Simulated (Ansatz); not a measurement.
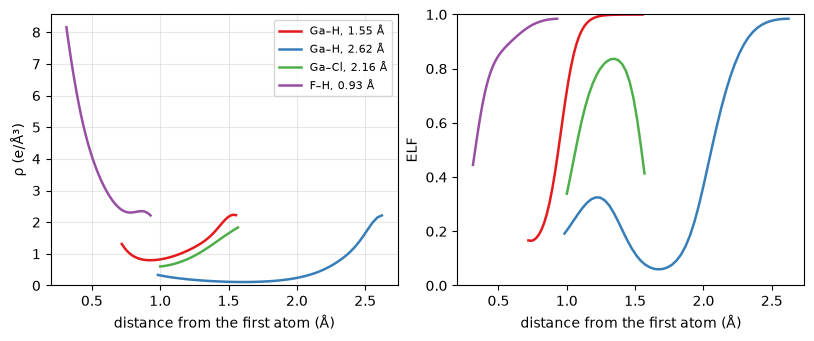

The picture shows: ClGaH₂···HF. Electron density and electron localisation function along straight lines between neighbouring atoms. The curves leave out the atomic cores.

Computed with RKS B3LYP-D4/def2-SVP (Ansatz).

| atom | x (Å) | y (Å) | z (Å) |
| --- | --- | --- | --- |
| Ga | 0.0467 | 0.2330 | -0.0628 |
| H | -0.1333 | 0.2374 | 1.4977 |
| H | 1.3449 | 0.2399 | -0.9180 |
| Cl | -1.8323 | 0.3398 | -1.1292 |
| F | -0.1398 | -2.3395 | 1.2410 |
| H | -0.2597 | -1.5987 | 1.7886 |

Compare the contacts.

Answer. Ga–H (1.55 Å): ρ is about 1 e/Å³ halfway; the ELF climbs to about 1 towards the hydrogen.
Ga1···H6 (2.62 Å): the density falls to about 0.11 e/Å³ on the way; the ELF dips to about 0.05 between them.
Ga–Cl (2.16 Å): ρ is about 0.66 e/Å³ halfway; the ELF peaks at about 0.85 in the valence shell of Cl, 0.8 Å from its nucleus, and is about 0.55 at the midpoint.
F–H (0.93 Å): ρ is about 4.6 e/Å³ halfway; the ELF climbs to about 1 towards the hydrogen; a covalent bond by its length.
